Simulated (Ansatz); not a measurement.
## Lattice dynamics of InSe monolayer

Wanted: phonon frequencies of InSe monolayer and what follows from them.

Main program and level: Ansatz 0.2.0; DFT PBEsol, scalar-relativistic, plane waves, PAW.

## 1. Starting point

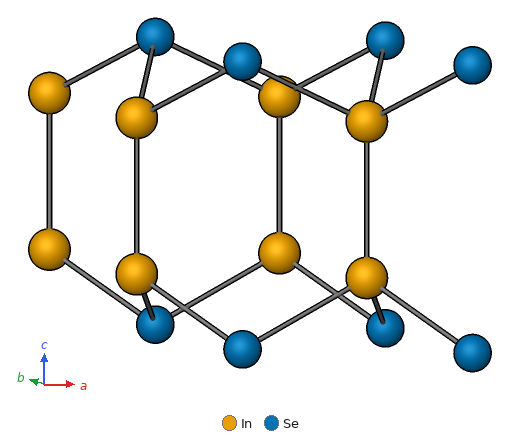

Start, viewed slightly off an axis; indium orange, selenium blue. 2×2×1 cells are drawn.

The cell holds 4 atoms: 2 In and 2 Se. Its edges and angles: a = 4.130 Å, b = 4.130 Å, c = 22.000 Å, α = 90.0°, β = 90.0°, γ = 120.0°. Vacuum lies along c.

Structure file:

```cif
data_structure
_symmetry_space_group_name_H-M 'P 1'
_symmetry_Int_Tables_number 1
_cell_length_a 4.1300
_cell_length_b 4.1300
_cell_length_c 22.0000
_cell_angle_alpha 90.000
_cell_angle_beta 90.000
_cell_angle_gamma 120.000
_cell_volume 324.98
loop_
_atom_site_label
_atom_site_type_symbol
_atom_site_fract_x
_atom_site_fract_y
_atom_site_fract_z
_atom_site_occupancy
In1 In 0.33333 0.66667 0.56364 1
In2 In 0.33333 0.66667 0.43636 1
Se3 Se 0.66667 0.33333 0.61704 1
Se4 Se 0.66667 0.33333 0.38295 1
```

## 2. Relaxation

Harmonic phonons are second derivatives at a point where the forces vanish, and they are wanted at zero stress, so atoms and cell are relaxed first.

The program solves this slab on a cell height of its own, 34.1 Å, in place of the one typed.

input.yaml reads:

```yaml
crystal:
  lattice:
    - [4.13, 0.0, 0.0]
    - [-2.065, 3.57668, 0.0]
    - [0.0, 0.0, 22.0]
  atoms:
    - { symbol: In, position: [0.333333, 0.666667, 0.563636] }
    - { symbol: In, position: [0.333333, 0.666667, 0.436364] }
    - { symbol: Se, position: [0.666667, 0.333333, 0.617045] }
    - { symbol: Se, position: [0.666667, 0.333333, 0.382955] }
  periodic: [true, true, false]
kpoints:
  mp_grid: { grid: [9, 9, 1] }
hamiltonian:
  xc: pbesol
scf:
  occupations: { method: gaussian, width: 0.02 }
output:
  forces: true
  stress: true
  eigenvalues: true
  write_density: true
  write_potential: true
  elf: true
  volumetric_format: npy
relax:
  adjacent_minimum: "off"
  f_tol: 0.005
  max_steps: 80
  cell: { stress_2d_tol: 0.02 }
```

Command:

```
> ansatz run input.yaml --threads 8 --pin off --max-ram 14336MiB --backend cpu --events-out ev --progress --plain --runs-dir out
```

Numbers of over 12 decimals in the logs are rounded to 6 here.

The program printed:

```text
Warning: crystal.periodic: the lattice vector that does not repeat stood 0.000° off the slab's normal, 22.000 Å along it as the deck builds it. The run solves the slab on a vector along the normal, 34.100 Å long, with every atom where it was (on the deck's vector they left 16.85 Å outside them, and the widest stretch free of ions among them is 2.80 Å). A fractional position that the run reports is one of the run's ce [...]
Warning: the atoms were moved onto the symmetric positions of the space group found under crystal.symmetry.tolerance 1.0e-5 (fractional; no operation is sought that the atoms, as they stand in a round, miss by more than twice it, and no atom is moved by as much as it), and the run uses the moved positions. Before a round's move an operation carried an atom to 4.13e-6 Å from where it should land, the largest such dist [...]
crystal.periodic: the lattice vector that does not repeat stood 0.000° off the slab's normal, 22.000 Å along it as the deck builds it. The run solves the slab on a vector along the normal, 34.100 Å long, with every atom where it was (on the deck's vector they left 16.85 Å outside them, and the widest stretch free of ions among them is 2.80 Å). A fractional position that the run reports is one of the run's cell, which [...]
Engine: ansatz 0.2.0, aarch64-unknown-linux-gnu
Pseudopotentials: kind: paw
Pseudopotential: In, paw, valence charge 13, recommended cutoff 420 eV (normal), In.paw.azcp
Pseudopotential: Se, paw, valence charge 16, recommended cutoff 420 eV (normal), Se.paw.azcp
Functional definition: PBEsol
  exchange = pbesol_x
  correlation = pbesol_c
Crystal: 4 atoms, lattice volume = 503.714 Å³
Basis set: ecut = 420 eV, 9725 PW (Γ), exchange–correlation on 60×60×480 points (8 copies of the dense FFT grid, shifted against one another)
Bands: 35, of which v1, the nominal top of the filled ones, is band 29 counted from 1 (28 counted from 0)
Symmetry: 12 space group operations
Space group: P-6m2 (ITA 187), of the structure as read, at distance tolerance 8.0e-5 Å
k-points: 12 of 81 (time reversal used)
Non-local potential: In, projectors of the file, l = 0: 2, l = 1: 2, l = 2: 2, l = 3: 2
Non-local potential: Se, projectors of the file, l = 0: 2, l = 1: 2, l = 2: 3, l = 3: 1
PAW form: soft (Blöchl's): semilocal exchange-correlation on the pseudo side does not see the compensation charge
PAW frozen core: In, regenerated for the run's functional, and the local potential with it (the file was generated under x = pbe(κ = 0.804, μ = 0.219515), c = pbe(β = 0.066725))
PAW frozen core: Se, regenerated for the run's functional, and the local potential with it (the file was generated under x = pbe(κ = 0.804, μ = 0.219515), c = pbe(β = 0.066725))
PAW one-centre angular grid: In, 590 points (default); XC on 64 Gauss nodes
PAW one-centre angular grid: Se, 590 points (default); XC on 64 Gauss nodes
Initial density: superposition of atomic densities (neutral atoms: chi_scale 0, normalization atom), corrected by the library's trained network
Initial wavefunctions: pseudopotential atomic-orbital guess
Functional: x = pbesol(κ = 0.804, μ = 0.123457), c = pbesol(β = 0.046)
SCF iter   1: F=—  HF=-21901.056748 eV  |F-HF|=—  |Δ(HF+E_count)|=         —  Δρ=2.23e-3  dr2=5.50e-2  ethr=1.77e-3  ⟨swp⟩=13.1  Hψ=2527  notcnv=0
preconditioner: auto → Resta (q_TF=auto, 1.903 Å⁻¹)  ε∞=1.6  [insulator: Δε(μ)=0.969 eV  Ē_g=13.716 eV  σ=0.020 eV  W_gap=1.00  n_scr=62 (ndim 8)  ℏωp=10.2 eV  f_vac=0.745  D(μ)=0.00/eV (n_scr^D=0)  ε∞_Penn≈1.6  vacuum switching on, ρ_ref=1.4e-2 e/Å³]
SCF iter   2: F=—  HF=-21901.048783 eV  |F-HF|=—  |Δ(HF+E_count)|=   7.97e-3  Δρ=9.58e-4  dr2=2.01e-2  ethr=9.48e-5  ⟨swp⟩=4.0  Hψ=938  notcnv=0  defer=14
SCF iter   3: F=—  HF=-21901.045306 eV  |F-HF|=—  |Δ(HF+E_count)|=   3.48e-3  Δρ=4.25e-4  dr2=1.23e-3  ethr=3.46e-5  ⟨swp⟩=4.1  Hψ=764  notcnv=0  defer=14
SCF iter   4: F=—  HF=-21901.045445 eV  |F-HF|=—  |Δ(HF+E_count)|=   1.39e-4  Δρ=1.60e-4  dr2=1.25e-4  ethr=2.12e-6  ⟨swp⟩=2.1  Hψ=658  notcnv=0  defer=14
SCF iter   5: F=—  HF=-21901.045552 eV  |F-HF|=—  |Δ(HF+E_count)|=   1.07e-4  Δρ=3.10e-5  dr2=4.14e-6  ethr=2.16e-7  ⟨swp⟩=3.3  Hψ=851  notcnv=0  defer=14
SCF iter   6: F=—  HF=-21901.045593 eV  |F-HF|=—  |Δ(HF+E_count)|=   4.11e-5  Δρ=7.38e-6  dr2=3.22e-7  ethr=7.14e-9  ⟨swp⟩=3.2  Hψ=927  notcnv=0  defer=14
iter 7 did not close the SCF: its close was put off until two iterations running show no level that it waits for move by more than its bar (scf_convergence_deferred on its scf_iter line)
SCF iter   7: F=-21901.045593 eV  HF=-21901.045593 eV  |F-HF|=3.77e-8  |Δ(HF+E_count)|=   1.68e-7  Δρ=2.14e-6  dr2=1.99e-8  ethr=1.72e-10  ⟨swp⟩=23.7  Hψ=4100  notcnv=0
iter 8 did not close the SCF: its close was put off until two iterations running show no level that it waits for move by more than its bar (scf_convergence_deferred on its scf_iter line)
SCF iter   8: F=-21901.045594 eV  HF=-21901.045593 eV  |F-HF|=6.31e-9  |Δ(HF+E_count)|=   3.76e-8  Δρ=5.83e-7  dr2=1.28e-9  ethr=3.44e-11  ⟨swp⟩=9.3  Hψ=2820  notcnv=0
SCF iter   9: F=-21901.045594 eV  HF=-21901.045594 eV  |F-HF|=9.09e-11  |Δ(HF+E_count)|=   6.69e-9  Δρ=1.06e-7  dr2=5.71e-11  ethr=2.21e-12  ⟨swp⟩=8.2  Hψ=2665  notcnv=0
SCF 1 converged in 9 iterations: F = -21901.045594 eV  dr2 = 5.71e-11
  greatest PAW one-centre occupation: 1.000 electrons in one spin orbital (limit 2), on the Se atom at site 3 (counted from 0), in its partial waves of l = 2
relax step   1: F+E_penalty+E_count = -21901.04559350 eV  Δ(F+E_penalty+E_count) = +0.000e0 eV  max|allowed force component| = 2.657e-1 eV/Å  Δτ_max = 0.0000 Å  P = -1.527 N/m  Ω = 503.714 Å³  fix = [c, alpha, beta]  reactions: c -0.000 N/m  (9 SCF iters, dr2 threshold 1.00e-7 eV, accepted)
Crystal: 4 atoms, lattice volume = 479.517 Å³
Basis set: ecut = 420 eV, 9365 PW (Γ), exchange–correlation on 60×60×480 points (8 copies of the dense FFT grid, shifted against one another)
Initial density: handed on by an earlier stage of this run
Initial wavefunctions: those handed on with the density
iter 1 solved again at ethr=8.07e-5 eV; its pass at ethr=3.10e-3 eV (dr2=4.68e-2 eV) is discarded
SCF iter   1: F=—  HF=-21901.094779 eV  |F-HF|=—  |Δ(HF+E_count)|=         —  Δρ=2.25e-3  dr2=4.75e-2  ethr=8.07e-5  ⟨swp⟩=2.6  Hψ=2856  notcnv=0
preconditioner: auto → Resta (q_TF=auto, 1.919 Å⁻¹)  ε∞=1.6  [insulator: Δε(μ)=1.632 eV  Ē_g=13.723 eV  σ=0.020 eV  W_gap=1.00  n_scr=62 (ndim 8)  ℏωp=10.5 eV  f_vac=0.738  D(μ)=0.00/eV (n_scr^D=0)  ε∞_Penn≈1.6  vacuum switching on, ρ_ref=1.4e-2 e/Å³]
[...]
SCF iter   3: F=—  HF=-21901.112328 eV  |F-HF|=—  |Δ(HF+E_count)|=   2.39e-4  Δρ=1.84e-4  dr2=4.69e-4  ethr=2.65e-6  ⟨swp⟩=3.2  Hψ=777  notcnv=0
SCF iter   4: F=—  HF=-21901.112237 eV  |F-HF|=—  |Δ(HF+E_count)|=   9.18e-5  Δρ=4.96e-5  dr2=1.09e-5  ethr=8.09e-7  ⟨swp⟩=2.3  Hψ=550  notcnv=0
SCF iter   5: F=—  HF=-21901.112268 eV  |F-HF|=—  |Δ(HF+E_count)|=   3.17e-5  Δρ=1.14e-5  dr2=5.18e-7  ethr=1.88e-8  ⟨swp⟩=3.2  Hψ=811  notcnv=0
SCF iter   6: F=-21901.112269 eV  HF=-21901.112269 eV  |F-HF|=1.00e-8  |Δ(HF+E_count)|=   2.89e-7  Δρ=2.04e-6  dr2=1.78e-8  ethr=6.90e-10  ⟨swp⟩=16.8  Hψ=4326  notcnv=0
SCF 3 converged in 6 iterations: F = -21901.112269 eV  dr2 = 1.78e-8
relax step   3: F+E_penalty+E_count = -21901.11226855 eV  Δ(F+E_penalty+E_count) = -3.080e-2 eV  max|allowed force component| = 8.782e-2 eV/Å  Δτ_max = 0.0258 Å  P = -0.694 N/m  Ω = 478.213 Å³  energy of the carried Pulay correction = +1.064e-3 eV  fix = [c, alpha, beta]  reactions: c -0.000 N/m  (6 SCF iters, dr2 threshold 4.00e-7 eV, accepted)
[...]
relax step   4: F+E_penalty+E_count = -21901.11671513 eV  Δ(F+E_penalty+E_count) = -4.447e-3 eV  max|allowed force component| = 1.175e-2 eV/Å  Δτ_max = 0.0043 Å  P = -0.007 N/m  Ω = 471.553 Å³  energy of the carried Pulay correction = +1.358e-3 eV  fix = [c, alpha, beta]  reactions: c -0.000 N/m  (5 SCF iters, dr2 threshold 4.00e-7 eV, accepted)
[...]
relax step   5: F+E_penalty+E_count = -21901.11672008 eV  Δ(F+E_penalty+E_count) = -4.954e-6 eV  max|allowed force component| = 7.514e-4 eV/Å  Δτ_max = 0.0007 Å  P = -0.000 N/m  Ω = 471.635 Å³  energy of the carried Pulay correction = +1.354e-3 eV  fix = [c, alpha, beta]  reactions: c -0.000 N/m  (4 SCF iters, dr2 threshold 8.63e-9 eV, accepted)
Basis set: ecut = 420 eV, 9281 PW (Γ), exchange–correlation on 54×54×480 points (8 copies of the dense FFT grid, shifted against one another)
Initial wavefunctions: pseudopotential atomic-orbital guess (no wavefunctions were taken with the density)
iter 1 solved again at ethr=1.88e-7 eV; its pass at ethr=3.10e-3 eV (dr2=1.09e-4 eV) is discarded
SCF iter   1: F=—  HF=-21901.115387 eV  |F-HF|=—  |Δ(HF+E_count)|=         —  Δρ=4.22e-5  dr2=1.47e-6  ethr=1.88e-7  ⟨swp⟩=5.2  Hψ=4222  notcnv=0
preconditioner: auto → Resta (q_TF=auto, 1.924 Å⁻¹)  ε∞=1.6  [insulator: Δε(μ)=1.648 eV  Ē_g=13.843 eV  σ=0.020 eV  W_gap=1.00  n_scr=62 (ndim 8)  ℏωp=10.5 eV  f_vac=0.739  D(μ)=0.00/eV (n_scr^D=0)  ε∞_Penn≈1.6  vacuum switching on, ρ_ref=1.4e-2 e/Å³]
SCF iter   2: F=—  HF=-21901.115434 eV  |F-HF|=—  |Δ(HF+E_count)|=   4.66e-5  Δρ=1.99e-5  dr2=3.41e-7  ethr=2.54e-9  ⟨swp⟩=2.9  Hψ=898  notcnv=0
SCF iter   3: F=—  HF=-21901.115434 eV  |F-HF|=—  |Δ(HF+E_count)|=   2.89e-7  Δρ=4.98e-6  dr2=5.22e-8  ethr=5.88e-10  ⟨swp⟩=2.8  Hψ=697  notcnv=0
SCF iter   4: F=—  HF=-21901.115434 eV  |F-HF|=—  |Δ(HF+E_count)|=   2.55e-8  Δρ=1.60e-6  dr2=6.61e-8  ethr=9.00e-11  ⟨swp⟩=3.7  Hψ=1007  notcnv=0
SCF iter   5: F=—  HF=-21901.115434 eV  |F-HF|=—  |Δ(HF+E_count)|=   1.16e-8  Δρ=3.19e-7  dr2=3.36e-10  ethr=9.00e-11  ⟨swp⟩=2.0  Hψ=475  notcnv=0
SCF iter   6: F=—  HF=-21901.115434 eV  |F-HF|=—  |Δ(HF+E_count)|=  6.66e-10  Δρ=2.53e-7  dr2=3.30e-10  ethr=1.00e-12  ⟨swp⟩=3.1  Hψ=873  notcnv=0
SCF iter   7: F=—  HF=-21901.115434 eV  |F-HF|=—  |Δ(HF+E_count)|=  6.18e-11  Δρ=9.40e-8  dr2=4.17e-11  ethr=1.00e-12  ⟨swp⟩=2.4  Hψ=647  notcnv=0
SCF iter   8: F=-21901.115434 eV  HF=-21901.115434 eV  |F-HF|=8.73e-11  |Δ(HF+E_count)|=  2.18e-11  Δρ=6.26e-9  dr2=1.80e-13  ethr=1.00e-12  ⟨swp⟩=9.1  Hψ=2750  notcnv=0
SCF 6 converged in 8 iterations: F = -21901.115434 eV  dr2 = 1.80e-13
relax step   6: F+E_penalty+E_count = -21901.11543382 eV  Δ(F+E_penalty+E_count) = +1.286e-3 eV  max|allowed force component| = 1.012e-3 eV/Å  Δτ_max = 0.0000 Å  P = -0.003 N/m  Ω = 471.635 Å³  fix = [c, alpha, beta]  reactions: c -0.000 N/m  stress off target by 3.49e-3 N/m on what of the cell is left free  SCF on the basis re-selected at this cell (its energy is not comparable with the rows above)  (8 SCF iters)
basis re-selected at this cell: Δ(F+E_penalty+E_count) = +1.286e-3 eV, ΔP = -0.003 N/m vs the last step (what re-selecting the basis moved, of the pressure what is left beyond the Pulay correction that the steps carried, after the strain that the cell walked since its last selection, with what the two solves' SCF thresholds leave and, on support functions, any second-order correction that the steps lacked; it is no measure of the basis error at this ecutwfc). The dense FFT grid was sized anew with the basis: this SCF ran on 27×27×240 points, the steps before it on 30×30×240, so part of this shift can come from that change (see relax.cell in the input reference). [rest of the remark cut]
WARN: The input density's exchange-correlation potential varies sharply where the density is thin. Do not read a vacuum level from v_tot or v_xc, or from such a field of the output density. On a cell that repeats whose density bears no net charge and no dipole along the vacuum's axis use v_es (v_loc + v_h of the components); under efield.dipole_correction with no amplitude use v_es + v_field, which holds any external [...]
SCF converged after 8 iterations
Free energy (F): -21901.115434 eV
Harris-Foulkes:  -21901.115434 eV  (|F-HF|=8.73e-11)
Internal energy: -21901.115434 eV  (E = F + TS)
E sigma→0 (E₀):  -21901.115434 eV
Fermi energy:    -5.183334 eV
--- Per-component energies (eV) ---
  E_band       = -1637.076492
  E_kinetic    = 723.210821
  E_local      = -138864.433958  (includes V_loc(G=0)·N_el)
  E_nonlocal   = -448.507853
  E_hartree    = 68758.961800
  E_xc         = -632.722424
  E_vxc        = -394.719650  (∫ρ·V_xc dr)
  E_paw        = -11904.139043  (= ΣΔE_a)
  E_vpaw       = -170.548237  (= ΣTr[D̂ρ^β])
  E_aug_tail   = -0.001153  (compensation charges beyond the density's cutoff)
  E_ewald      = 60464.027671
  E_core_change = 2.488706  (= ΣΔE_core)
  E_smearing   = -0.000000  (= −TS)
  E_closure    = 0.000000  (closes the sum)
  Σ components = -21901.115434   (vs F -21901.115434, Δ=0.00e0)
--- Forces (eV/Å), atoms counted from 1 ---
  atom   1  In    -0.00000000    -0.00000000    -0.00024185
  atom   2  In    -0.00000000    -0.00000000     0.00024185
  atom   3  Se     0.00000000     0.00000000     0.00101246
  atom   4  Se     0.00000000     0.00000000    -0.00101246
  max |Σ_I F_I| component: 1.85e-17 eV/Å
--- 2D stress c σ (N/m, compression-positive) ---
       -0.003485       0.000000       0.000000
        0.000000      -0.003485       0.000000
        0.000000       0.000000       0.000000
  P = ½ c Tr σ = -0.0035 N/m
--- Band table (eV; the first three rows and the last of 12) ---
  k-point 0: bands = [... 25 lower, -6.4589, -6.3809, -6.3809, -6.0810, -4.3597, -3.1980, -0.9091 (-0.9091°), -0.9091 (-0.9091°), ... 2 higher]
  k-point 1: bands = [... 25 lower, -7.0319, -6.6152, -6.5188, -6.0161, -3.7628, -2.5829, -1.5384 (-1.5384°), -0.7858 (-0.7858°), ... 2 higher]
  k-point 2: bands = [... 25 lower, -7.7164, -6.9682, -6.8341, -6.0397, -3.1987, -2.9200, -1.2241 (-1.2241°), -1.0227 (-1.0227°), ... 2 higher]
  k-point 11: bands = [... 25 lower, -8.8531, -7.7853, -7.3017, -7.1059, -3.4909, -2.8014, -1.9586, -0.9769, ... 2 higher]
  ° read free of the cell's end (the report's vacuum.weakly_bound_levels)
--- Relaxed structure (5 steps of the walk, 5 accepted, 1 SCFs on fresh bases) ---
  F+E_penalty+E_count = -21901.11543382 eV   max|allowed force component| = 1.012e-3 eV/Å   (the final SCF, on the basis selected at the relaxed cell)
  cell:  # Å, volume = 471.6352 Å³
    - [3.996326, 0, 0.0]
    - [-1.998163, 3.460919, 0.0]
    - [0.0, 0.0, 34.099960]
  atoms:
    - { symbol: In, position: [0.333333, 0.666667, 0.363241] }
    - { symbol: In, position: [0.333333, 0.666667, 0.281921] }
    - { symbol: Se, position: [0.666667, 0.333333, 0.400857] }
    - { symbol: Se, position: [0.666667, 0.333333, 0.244305] }
```

Wall time 17 s (8 threads of Arm Neoverse V2, shared host); peak memory 1.2 GiB; 2.1 min of CPU time.

Relaxation path:

```
step  energy less that of the first step (eV)  largest force component (eV/Å)  volume (Å³)
   1                                   0.0000                          0.2657       503.71
   2                                  -0.0359                          0.6396       479.52
   3                                  -0.0667                          0.0878       478.21
   4                                  -0.0711                          0.0118       471.55
   5                                  -0.0711                          0.0008       471.64
  6*                                  -0.0698                          0.0010       471.64
```

Relaxation steps marked * repeat the geometry before them on a plane-wave basis chosen anew for their cell, so energy and pressure can jump there.

Forces are held to the 12 operations that the run works with; a distortion that breaks them can't arise in this run.

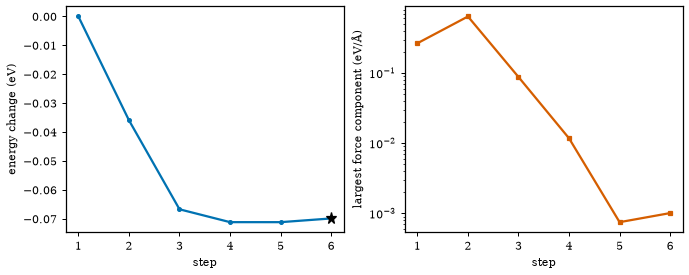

Energy and largest force along the relaxation. Stars mark steps on a basis chosen anew.

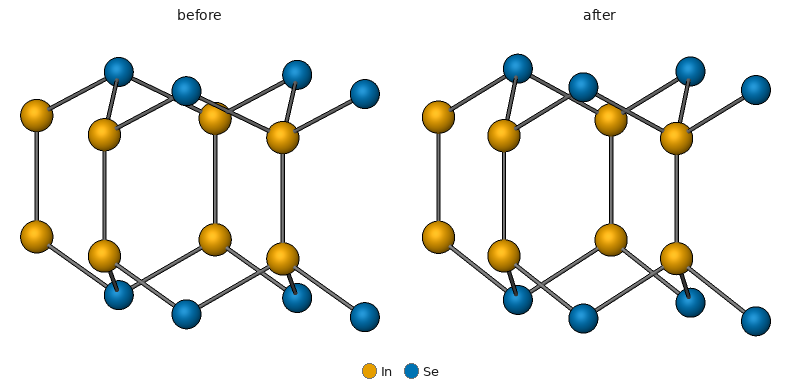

The structure before and after the relaxation, drawn at the same scale.

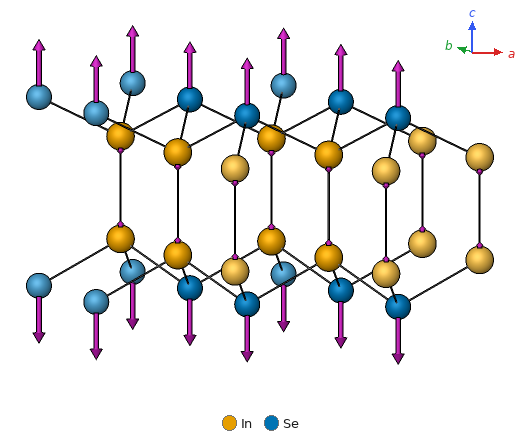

Displacements in the relaxation, exaggerated, measured against the changing cell; the longest in the cell stands for 0.09 Å. 2×2×1 cells are drawn. Some periodic images of atoms are drawn too.

```
cell as run  before  after  change
      a (Å)   4.130  3.996  -3.2 %
      b (Å)   4.130  3.996  -3.2 %
```

The atoms that moved most (Å, along periodic axes as changes of fractional coordinates times the final cell, across vacuum about the mean position):

```
atom     dx     dy      dz  length
 Se3  0.000  0.000   0.094   0.094
 Se4  0.000  0.000  -0.094   0.094
 In1  0.000  0.000  -0.013   0.013
 In2  0.000  0.000   0.013   0.013
```

Final coordinates:

```cif
data_structure
_symmetry_space_group_name_H-M 'P 1'
_symmetry_Int_Tables_number 1
_cell_length_a 3.9963
_cell_length_b 3.9963
_cell_length_c 34.1000
_cell_angle_alpha 90.000
_cell_angle_beta 90.000
_cell_angle_gamma 120.000
_cell_volume 471.64
loop_
_atom_site_label
_atom_site_type_symbol
_atom_site_fract_x
_atom_site_fract_y
_atom_site_fract_z
_atom_site_occupancy
In1 In 0.33333 0.66667 0.36324 1
In2 In 0.33333 0.66667 0.28192 1
Se3 Se 0.66667 0.33333 0.40086 1
Se4 Se 0.66667 0.33333 0.24430 1
```

This step gave:

```
gap on the k-mesh  : 1.648 eV
direct gap on mesh : 1.721 eV
area per atom      : 3.458 Å²
```

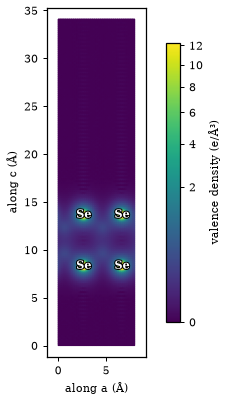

Valence density in the ac plane at fractional y = 0.333, with atoms of Se within 0.2 Å of it. It is the smooth field of the valence electrons, not physical close to the nuclei. The colour scale is stretched toward low values.

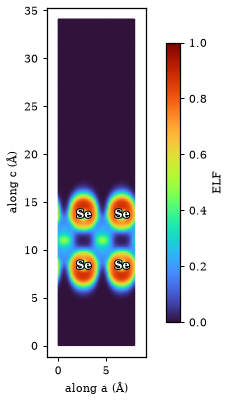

ELF in the ac plane at fractional y = 0.333, with atoms of Se within 0.2 Å of it. It is the smooth field of the valence electrons, not physical close to the nuclei.

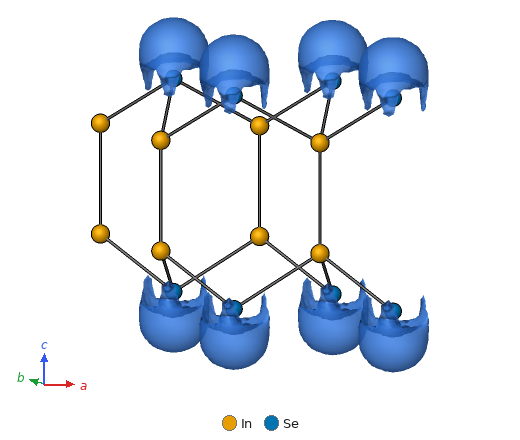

Surface of ELF = 0.8. 2×2×1 cells are drawn.

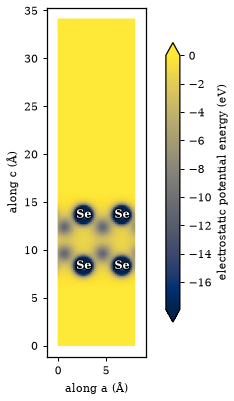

Electrostatic potential energy in the ac plane at fractional y = 0.333, with atoms of Se within 0.2 Å of it. With pseudopotentials it is smooth inside the atoms' cores, unlike the true potential.

(Part 1 of 3 ends here.)

[Logs are printed without paths, hosts, clocks, repeated set-up lines and the standing remarks that a program may print on its own settings, such as how far it seeks lower states.]

[Hosts, paths, dates, database ids (printed as entryN), source tags and the programs' standing remarks are cut or masked in the printed files.]
